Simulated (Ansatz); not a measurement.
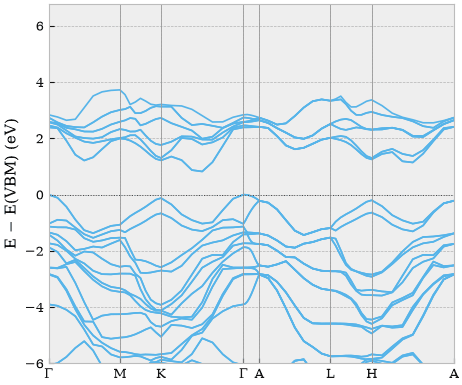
Figure: Band structure from PBE+D3(BJ) with spin–orbit coupling in the plane-wave PAW code Ansatz

Q: Read off the gap and where the band edges lie.

A: About 0.8 eV (0.79 eV by a search for the band edges); maximum at Γ, minimum on the K–Γ line, 45 % of the way from K.

The material is WSe$_{2}$ in space group P6_3/mmc (No. 194; W on 2c, Se on 4f).

The PBE+D3(BJ) relaxation kept the symmetry of its start. No spin polarisation was allowed.

Potentials: the earlier of the program's two PAW sets.
